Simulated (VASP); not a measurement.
Band structure of MgZn3Te4 (ordered alloy cell). All values below come from PBE GGA, VASP's PBE PAW potentials (set 64) (plane waves; VASP).

Unless said otherwise, spin-orbit coupling is left out, though it shifts the bands of the heavy elements here.

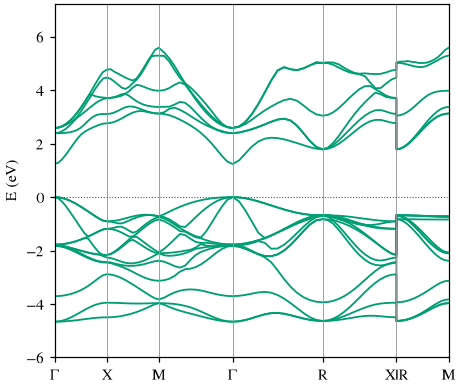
Figure: Bands along high-symmetry lines, zero at the valence-band maximum or, without a gap, the Fermi level

Problem. Read the plot: is there a gap, and where are the band edges?

Solution. The gap is direct, 1.24 eV, from the valence maximum at Γ to the conduction minimum at Γ. (Edges off the drawn lines would not show.)

The structure was generated: MgZn3Te4 was put into an ordered model structure (P-43m), which need not be its known phase. It was relaxed first.
